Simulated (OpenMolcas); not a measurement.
## Single-point calculation, with input and output: AlH3O

AlH3O (AlH2(OH)), SMILES [H][Al]([H])[OH], computed with HF/STO-3G, RHF (OpenMolcas 26.06).

A bond length was changed on purpose from its optimised value.

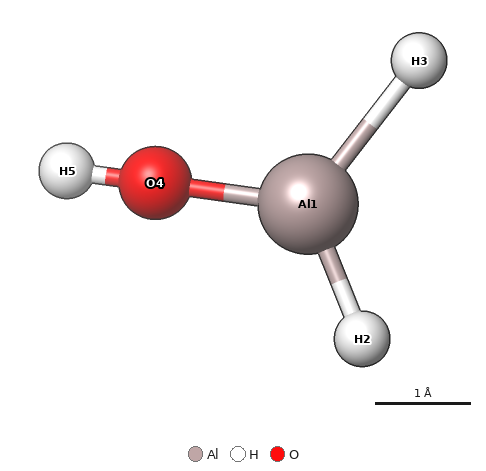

Figure 1. The input geometry (ball-and-stick view, seen on its broad side; atoms are numbered from 1 in the order of the input). Sticks mark near contacts. Bond lengths as drawn: Al–H 1.53 to 1.91 Å, Al–O 1.64 Å and H–O 0.95 Å.

**Input file**
```
&GATEWAY
BasLib=$CurrDir
Coord
5
bohr
Al     0.86922110     0.22986440    -0.11080220
H      3.75522974     0.16582158    -0.32265940
H     -0.90899606     3.34294441    -0.58923550
O     -0.69399814    -2.36123358     0.52401350
H     -1.59885570    -3.86791222     0.88143629
Basis=STO-3G
Group=NoSym
&SEWARD
&SCF
PrOrbitals=1 1
```

Command:
```bash
export MOLCAS_MEM=1860
pymolcas step1.input > step1.log
```

**Output**
```
--- Start Module: gateway ---

                                              &GATEWAY

                       available to each process: 1.9 GB of memory, 1 thread

 Basis Set     1 Label: AL.STO-3G
 Basis set is read from library:.
 basistype.tbl is not found

 Basis Set     2 Label: H.STO-3G
 Basis set is read from library:.
 basistype.tbl is not found

 Basis Set     3 Label: O.STO-3G
 Basis set is read from library:.
 basistype.tbl is not found

 Basis Set     4 Label: H.STO-3G
 Basis set is read from library:.
 basistype.tbl is not found

++    Symmetry information:
      ---------------------

                    Character Table for C1

                             E
                    a        1  x, y, xy, Rz, z, xz, Ry, yz, Rx, I
--

++    Basis set information:
      ----------------------

      Basis set label: AL.STO-3G.........

      Electronic valence basis set:
      ------------------
      Associated Effective Charge  13.000000 au
      Associated Actual Charge     13.000000 au
      Nuclear Model: Point charge

      Shell  nPrim  nBasis  Cartesian Spherical Contaminant
         s       9       3        X
         p       6       2        X

      Basis set label: H.STO-3G.........

      Electronic valence basis set:
      ------------------
      Associated Effective Charge   1.000000 au
      Associated Actual Charge      1.000000 au
      Nuclear Model: Point charge

      Shell  nPrim  nBasis  Cartesian Spherical Contaminant
         s       3       1        X

      Basis set label: O.STO-3G.........

      Electronic valence basis set:
      ------------------
      Associated Effective Charge   8.000000 au
      Associated Actual Charge      8.000000 au
      Nuclear Model: Point charge

      Shell  nPrim  nBasis  Cartesian Spherical Contaminant
         s       6       2        X
         p       3       1        X

      Basis set label: H.STO-3G.........

      Electronic valence basis set:
      ------------------
      Associated Effective Charge   1.000000 au
      Associated Actual Charge      1.000000 au
      Nuclear Model: Point charge

      Shell  nPrim  nBasis  Cartesian Spherical Contaminant
         s       3       1        X
--

++    Molecular structure info:
      -------------------------

                    ************************************************
                    **** Cartesian Coordinates / bohr, angstrom ****
                    ************************************************

     Center  Label                x              y              z                     x              y              z
        1      AL1              0.869221       0.229864      -0.110802              0.459972       0.121639      -0.058634
        2      H2               3.755230       0.165822      -0.322659              1.987182       0.087749      -0.170744
        3      H3              -0.908996       3.342944      -0.589236             -0.481020       1.769010      -0.311810
        4      O4              -0.693998      -2.361234       0.524014             -0.367248      -1.249511       0.277296
        5      H5              -1.598856      -3.867912       0.881436             -0.846078      -2.046811       0.466436

                    ***************************************
                    *    InterNuclear Distances / bohr    *
                    ***************************************

               1 AL1           2 H2            3 H3            4 O4            5 H5
    1 AL1      0.000000
    2 H2       2.894483        0.000000
    3 H3       3.616935        5.649794        0.000000
    4 O4       3.091995        5.186376        5.815771        0.000000
    5 H5       4.885459        6.810807        7.391565        1.793488        0.000000

                    *******************************************
                    *    InterNuclear Distances / angstrom    *
                    *******************************************

               1 AL1           2 H2            3 H3            4 O4            5 H5
    1 AL1      0.000000
    2 H2       1.531694        0.000000
    3 H3       1.914000        2.989742        0.000000
    4 O4       1.636213        2.744512        3.077574        0.000000
    5 H5       2.585274        3.604124        3.911448        0.949073        0.000000
--

            Nuclear Potential Energy             52.21947141 au

--- Stop Module: gateway /rc=_RC_ALL_IS_WELL_ ---

--- Start Module: seward ---

                                              &SEWARD

                       available to each process: 1.9 GB of memory, 1 thread

               SEWARD will generate:
                  Multipole Moment integrals up to order  2
                  Kinetic Energy integrals
                  Nuclear Attraction integrals (point charge)
                  One-Electron Hamiltonian integrals
                  Velocity integrals
                  Orbital angular momentum around (  0.2959  -0.6941   0.1165 )
                  Velocity quadrupole around (  0.2959  -0.6941   0.1165 )
                  Two-Electron Repulsion integrals

                   Integrals are discarded if absolute value <: 1.00E-14
                   Integral cutoff threshold is set to       <: 1.00E-16

            Nuclear Potential Energy             52.21947141 au

      Basis set specifications :
      Symmetry species         a
      Basis functions           17

--- Stop Module: seward /rc=_RC_ALL_IS_WELL_ ---

--- Start Module: scf ---

                                                &SCF

                       available to each process: 1.9 GB of memory, 1 thread

++    Input section:
      --------------

      Header of the integral files:

      Cartesian coordinates in angstrom:
      -----------------------------------------------------
      No.  Label        X            Y            Z
      -----------------------------------------------------
       1   AL1        0.45997200   0.12163900  -0.05863400
       2   H2         1.98718200   0.08774900  -0.17074400
       3   H3        -0.48102000   1.76901000  -0.31181000
       4   O4        -0.36724800  -1.24951100   0.27729600
       5   H5        -0.84607800  -2.04681100   0.46643600
      -----------------------------------------------------
      Nuclear repulsion energy =   52.21947141
--

++    Orbital specifications:
      -----------------------

      Symmetry species               1
                                     a
      Frozen orbitals                0
      Occupied orbitals             12
      Secondary orbitals             5
      Deleted orbitals               0
      Total number of orbitals      17
      Number of basis functions     17
--

      Molecular charge                           0.000

++    Optimization specifications:
      ----------------------------

      SCF Algorithm: Conventional
      Minimized density differences are used
      Number of density matrices in core                 5
      Maximum number of NDDO SCF iterations            400
      Maximum number of HF SCF iterations              400
      Threshold for SCF energy change             1.00E-09
      Threshold for density matrix                1.00E-04
      Threshold for Fock matrix                   1.50E-04
      Threshold for linear dependence             1.00E-09
      Threshold at which DIIS is turned on        1.50E-01
      Maximum depth in the DIIS procedure                5
      Maximum depth in the BFGS Hessian update          30
      Threshold at which QNR/C2DIIS is turned on  7.50E-02
      Threshold for Norm(delta) (QNR/C2DIIS)      1.00E-03
      All orbitals punched on: SCFORB
--

      Input vectors read from INPORB
      Orbital file label: *Guess orbitals

++ Convergence information
                                   SCF        iterations: Energy and convergence statistics

Iter     Tot. SCF        One-elec.       Two-elec.     Energy      Max Dij or  Max Fij      DNorm      TNorm      AccCon     Time
         Energy          Energy          Energy        Change      Delta Norm                                                in Sec.
   1  -314.295855051  -544.206295668   177.690969211   0.00E+00    3.78E-01*   1.56E-01*    7.07E+00   6.19E+01   None         0.
   2  -314.517848848  -544.217069896   177.479749642  -2.22E-01*   6.13E-02*   4.20E-02*    1.65E+00   6.20E+01   EDIIS        0.
   3  -314.524691617  -544.419178109   177.675015086  -6.84E-03*   1.32E-02*   1.14E-02*    2.69E-01   6.20E+01   c2DIIS       0.
   4  -314.525124091  -544.360116659   177.615521162  -4.32E-04*   2.75E-03*   2.59E-03*    3.46E-02   6.20E+01   QNRc2DIIS    0.
   5  -314.525147254  -544.363685346   177.619066686  -2.32E-05*   1.09E-03*   6.21E-04*    2.68E-03   6.20E+01   QNRc2DIIS    0.
   6  -314.525149289  -544.360987543   177.616366848  -2.04E-06*   8.11E-05    5.96E-05     4.97E-04   6.20E+01   QNRc2DIIS    0.
   7  -314.525149308  -544.361126372   177.616505657  -1.91E-08*   5.87E-05    1.96E-05     7.48E-05   6.20E+01   QNRc2DIIS    0.
   8  -314.525149312  -544.361127912   177.616507195  -3.44E-09*   3.70E-06    1.82E-06     2.02E-05   6.20E+01   QNRc2DIIS    0.
   9  -314.525149312  -544.361128367   177.616507649  -2.03E-11    2.51E-07    1.06E-07     8.95E-04   6.20E+01   QNRc2DIIS    0.

       Convergence after   9 Iterations
--

 *****************************************************************************************************************************
 *                                             SCF/KS-DFT Program, Final results                                             *
 *                                                       Final Results                                                       *
 *****************************************************************************************************************************

::    Total SCF energy                               -314.5251493119
      One-electron energy                            -544.3611283672
      Two-electron energy                             177.6165076494
      Nuclear repulsion energy                         52.2194714059
      Kinetic energy (interpolated)                   310.9672620648
      Virial theorem                                    1.0114413563
      Total spin, S(S+1)                                0.0000000000
      Total spin, S                                     0.0000000000
      Max non-diagonal density matrix element           0.0000003265
      Max non-diagonal Fock matrix element              0.0000000222

      All orbitals with orbital energies smaller than  E(LUMO)+0.5 are printed

++    Molecular orbitals:
      -------------------

      Title: SCF orbitals

      Molecular orbitals for symmetry species 1: a

          Orbital            1         2         3         4         5         6         7         8         9        10
          Energy          -57.8044  -20.0766   -4.7303   -2.9596   -2.9583   -2.9573   -1.1566   -0.5760   -0.4190   -0.3477
          Occ. No.          2.0000    2.0000    2.0000    2.0000    2.0000    2.0000    2.0000    2.0000    2.0000    2.0000

          Orbital           11        12        13        14        15        16
          Energy           -0.3192   -0.2590    0.3597    0.3615    0.5738    0.6952
          Occ. No.          2.0000    2.0000    0.0000    0.0000    0.0000    0.0000

--

++    Molecular charges:
      ------------------

      Mulliken charges per centre and basis function type
      ---------------------------------------------------

                AL1     H2      H3      O4      H5
      1s       4.9117  1.2725  1.3000  3.7115  0.8075
      2px      2.5226  0.0000  0.0000  1.7343  0.0000
      2pz      2.1594  0.0000  0.0000  1.8204  0.0000
      2py      2.4050  0.0000  0.0000  1.3551  0.0000
      Total   11.9987  1.2725  1.3000  8.6213  0.8075

      N-E      1.0013 -0.2725 -0.3000 -0.6213  0.1925

      Total electronic charge=   24.000000

      Total            charge=   -0.000000
--

++    Molecular properties:
      ---------------------

      Charge (e):
                      =   -0.0000
      Dipole Moment (debye):
      Origin of the operator (angstrom)=    0.1566   -0.3673    0.0617
                   X= -1.0429E-02               Y= -1.1779E+00               Z=  2.2566E-01           Total=  1.1994E+00
      Quadrupole Moment (debye*angstrom):
      Origin of the operator (angstrom)=    0.1566   -0.3673    0.0617
                  XX= -1.8565E+01              XY=  2.0022E+00              XZ=  2.2085E-02              YY= -1.8767E+01
                  YZ=  9.4165E-01              ZZ= -1.3505E+01
      In traceless form (debye*angstrom)
                  XX= -2.4297E+00              XY=  3.0033E+00              XZ=  3.3127E-02              YY= -2.7320E+00
                  YZ=  1.4125E+00              ZZ=  5.1616E+00
--

--- Stop Module: scf /rc=_RC_ALL_IS_WELL_ ---

.##################.
.# Happy landing! #.
.##################.

    Timing: Wall=1.32 User=0.99 System=0.33
```

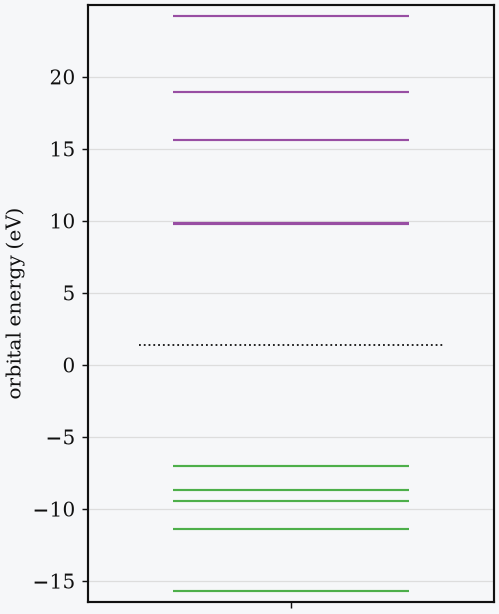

Figure 2. Orbital energies near the frontier; the dotted line parts filled from empty levels, and levels within 0.02 eV of each other stand side by side. Highest filled −7.05 eV, lowest empty 9.79 eV, 16.84 eV apart.

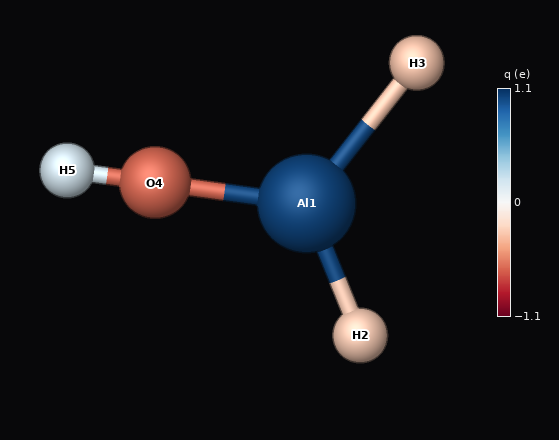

Figure 3. Mulliken charges, as the colour of each atom (ball-and-stick view, seen on its broad side; atoms are numbered from 1 in the order of the input). By element: Al +1.00, H −0.30 to +0.19 and O −0.62 e.

**Key numbers**

```tsv
quantity	value
outcome	converged
total energy	−314.525149 hartree
basis functions	17
HOMO	−7.05 eV
LUMO	9.79 eV
dipole moment	1.20 debye
hardware	1 thread of Arm Neoverse V1, 24 GiB of memory available, shared host
wall time	1.6 s
peak memory	0.37 GiB
```
